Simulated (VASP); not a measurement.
Input:

```yaml
crystal:
  lattice:
    - [4.56327, 0.00000, 0.00000]
    - [0.00000, 9.12949, 0.00000]
    - [0.00000, 0.00000, 6.41352]
  atoms:
    - { symbol: Cd, position: [0.00000, 0.00000, 0.97666] }
    - { symbol: Cd, position: [0.50000, 0.76238, 0.50892] }
    - { symbol: Cd, position: [0.50000, 0.23762, 0.50892] }
    - { symbol: Cd, position: [0.00000, 0.50000, 0.00654] }
    - { symbol: Te, position: [0.00000, 0.75710, 0.24966] }
    - { symbol: Te, position: [0.00000, 0.24290, 0.24966] }
    - { symbol: Te, position: [0.50000, 0.50000, 0.74751] }
    - { symbol: Se, position: [0.50000, 0.00000, 0.75216] }
```

All values below come from r2SCAN meta-GGA, VASP's PBE PAW potentials (set 64) (plane waves; VASP). Run with 400 eV cut-off, 6×3×4 Γ-centred mesh, tetrahedra with Blöchl corrections, potentials Cd Te Se.

Unless said otherwise, spin-orbit coupling is left out, though it shifts the bands of the heavy elements here.

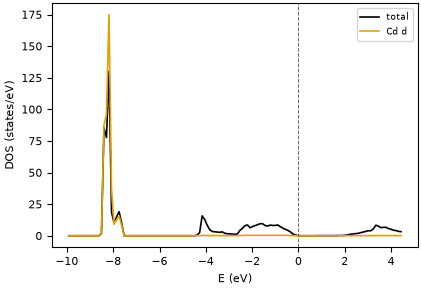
*Total and projected density of states, zero at the valence-band maximum*

Within 2 eV below the valence-band maximum the largest weight inside VASP's projection spheres is Te p, then Se p.

The gap is direct, 0.99 eV, from the valence maximum at Γ to the conduction minimum at Γ.

The structure comes from a computed database's Cd4Te3Se entry (Pmm2); how it stands against other phases isn't given here. It was relaxed first.
